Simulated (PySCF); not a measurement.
**C₆H₃ClO₂S: density, localisation and related maps**

Input

```
{"job": {"kind": "nmr", "xc": "PBE0", "basis": "pcSseg-1"}, "charge": 0, "multiplicity": 1}
O      3.210219     0.589740     1.386907
C      2.701602     0.165619     0.382473
C      1.271403     0.064306     0.146439
C      0.644642    -0.415461    -0.988220
C     -0.743682    -0.378265    -0.895204
C     -1.177305     0.131653     0.313976
C     -2.520708     0.335371     0.800555
O     -2.854117     0.780032     1.852240
Cl    -3.749751    -0.165676    -0.377141
S      0.139072     0.569659     1.347504
H      3.307238    -0.193724    -0.472416
H      1.181545    -0.777342    -1.846799
H     -1.414544    -0.705426    -1.668044
```

Command:

```sh
OMP_NUM_THREADS=1 python probes_run.py task.json out
```

Geometry: GFN2-xTB.

The calculation used PySCF, PBE0/pcSseg-1, SCF density, gas phase, non-relativistic.

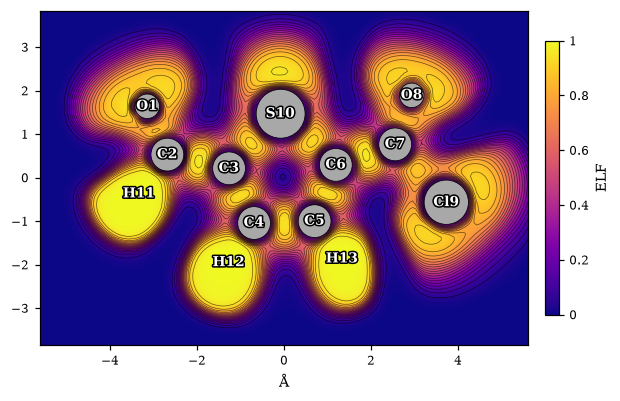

Figure 1. ELF on the molecular plane. Grey discs cover the atomic cores.

> What does the map show?

Atoms in the plane: O, C, Cl, S and H. C–O (1.19 Å): the ELF peaks at about 0.85 between the atoms: a multiple bond. C–C (1.38 Å): the ELF peaks at about 0.95 between the atoms (a covalent bond). C–S (1.73 Å): the ELF peaks at about 0.90 between the atoms: localised, covalent bonding. C–Cl (1.77 Å): the ELF peaks at about 0.90 between the atoms: localised, covalent bonding. C–H (1.07 Å): the ELF climbs to about 1 towards the hydrogen, as it does in any bond to H: an ordinary covalent bond to hydrogen. The ELF also peaks beside Cl9, O1, O8 and S10, away from the bonds: lone-pair regions.

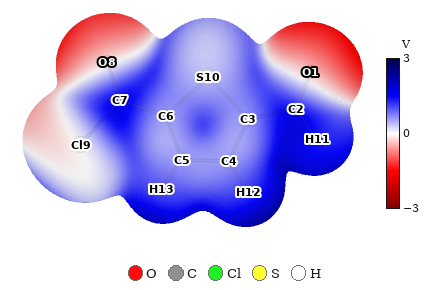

Figure 2. The electrostatic potential painted on the density surface at 0.004 e/bohr³, seen across its widest extent; the colour scale runs from red (negative) to blue (positive).

> Where is the surface potential most negative and most positive?

The most negative region (about −1.5 V) lies over O1, the most positive (about +2.2 V) over H12. Cl9 shows a σ-hole: about +0.9 V at the tip opposite its bond, against about +0.4 V on its flanks. O1 is the likeliest acceptor of a hydrogen bond.

> How polar is the molecule by this calculation?

Its dipole moment is 4.44 D.
